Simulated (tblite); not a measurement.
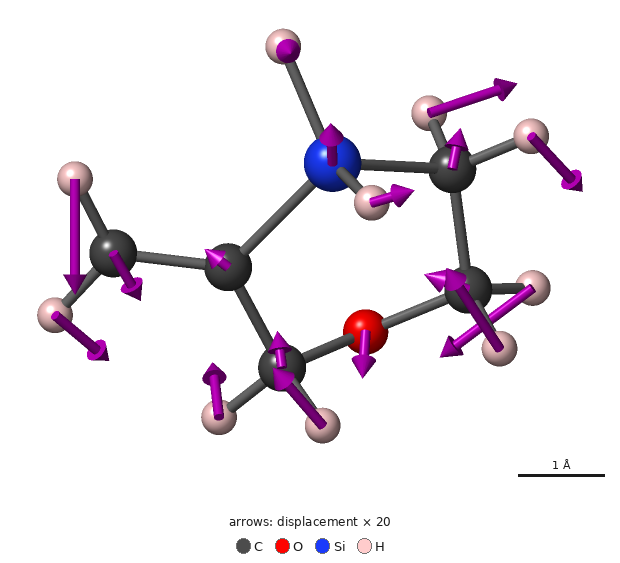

A relaxation of C$_{5}$H$_{10}$OSi. The starting structure is drawn; purple arrows show the displacements, 20 times their true length. The two geometries are superimposed by the best rigid fit.

The picture is a ball-and-stick view, seen at a tilt.

Theory: GFN2-xTB geometry optimisation, gas phase (tblite). 

### Which element moves most?

Hydrogen: up to 0.070 Å, against 0.037 Å for carbon.

### What did the optimiser do to the structure, and how much energy did it gain?

After 28 geometry steps the energy has fallen by 0.114 eV. The largest moves after the best rigid fit, 0.070 Å, are those of H atoms. By element the largest moves are H 0.070 Å, C 0.037 Å, Si 0.033 Å, O 0.031 Å. Among the contacts that change: C–C 1.360 → 1.325 Å, H–Si 1.490 → 1.463 Å, C–O 1.437 → 1.411 Å, C–Si 1.862 → 1.886 Å. Among the angles between lasting bonds that change: O–C–H 107.7° → 104.7°, Si–C–H 107.3° → 110.3°, O–C–C 111.0° → 113.7°.
